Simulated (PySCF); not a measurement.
# C5H8FN: what the fields show

The calculation's input:

```
{"job": {"kind": "uv", "xc": "PBE0", "basis": "def2-SVPD", "nstates": 6, "ntriplets": 2}, "charge": 0, "multiplicity": 1}
C     -2.039348     0.499030     0.138126
C     -0.570204     0.656225    -0.234235
C      0.100995    -0.703428    -0.412878
C      1.566689    -0.562836    -0.832048
F      2.093693    -1.808795    -1.113672
C      2.351417     0.064640     0.218208
N      2.951593     0.557290     1.055138
H     -2.140906    -0.052683     1.069521
H     -2.504179     1.473214     0.263737
H     -2.575313    -0.038997    -0.640487
H     -0.490619     1.226235    -1.163329
H     -0.052250     1.218655     0.546083
H      0.054318    -1.271685     0.519128
H     -0.413490    -1.278491    -1.186078
H      1.663189     0.029617    -1.754781
```

Launched as:

```sh
OMP_NUM_THREADS=1 python probes_run.py task.json out
```

Geometry: GFN2-xTB.

Level of theory: PySCF 2.14.0, PBE0/def2-SVPD, SCF density, gas phase.

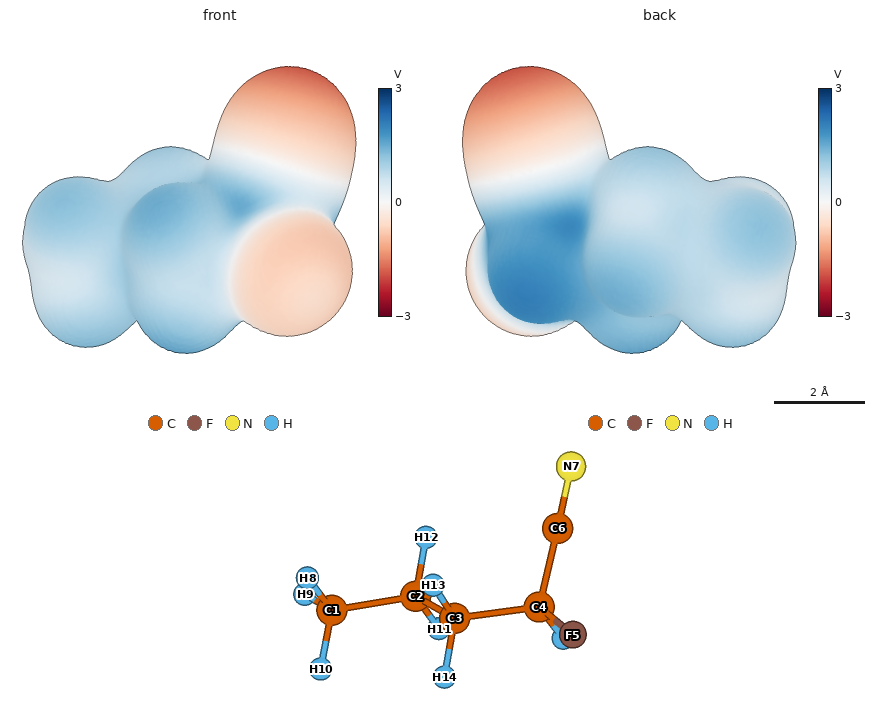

Figure 1. The molecular electrostatic potential painted on the density surface at 0.004 e/bohr³, seen from the front and from behind; the colour scale runs from red (negative) to blue (positive). The bare structure is drawn below in the same view.

Describe the electrostatic potential map.

The most negative region (about −1.8 V) lies over N7, the most positive (about +2.0 V) over H15. N7 is the likeliest acceptor of a hydrogen bond.

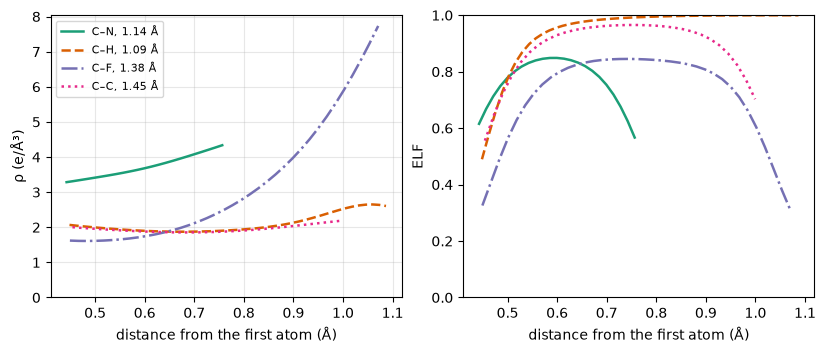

Figure 2. Electron density and electron localisation function along straight lines between neighbouring atoms. The curves leave out the atomic cores.

Compare the contacts.

C–N (1.14 Å): ρ is about 3.6 e/Å³ halfway; the ELF peaks at about 0.85 between the atoms; a short, multiple covalent bond.
C–H (1.09 Å): the density is about 1.9 e/Å³ at the midpoint; the ELF climbs to about 1 towards the hydrogen, as it does in any bond to H (an ordinary covalent bond to hydrogen).
C–F (1.38 Å): ρ is about 2.1 e/Å³ halfway, with its minimum of 1.6 e/Å³ about 0.5 Å from C; the ELF peaks at about 0.85 between the atoms (a polar covalent bond).
C–C (1.45 Å): ρ is about 1.9 e/Å³ halfway; the ELF peaks at about 0.95 between the atoms: localised, covalent bonding.
